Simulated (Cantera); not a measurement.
Input: 1 mol Si, 2 mol F2, 0.72 mol H2, at 1.00 bar.

Cantera equilibrium calculation (NASA polynomials, part measured and part estimated; ideal gas, pure solids and liquids). Candidate condensed phases: Si; 25 gas species. The tables' values for SiF3, SiF2 are old estimates; treat these amounts as uncertain. Equilibrium is a limit: real reactors are often held back by kinetics, nucleation or transport.

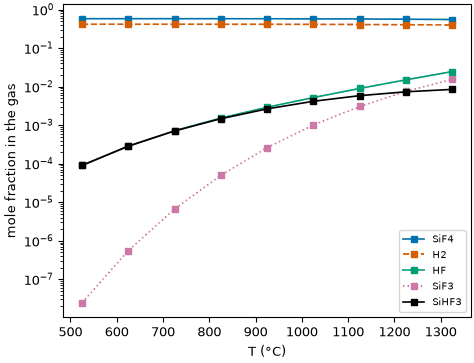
*Equilibrium gas composition (values under 1e-9 drawn at 1e-9)*

### Question
Read off the mole fractions at 825 °C.

### Answer
SiF4 about 0.58, H2 about 0.42, HF about 0.0015, SiHF3 about 0.0015, SiF3 about 5.0e-5.
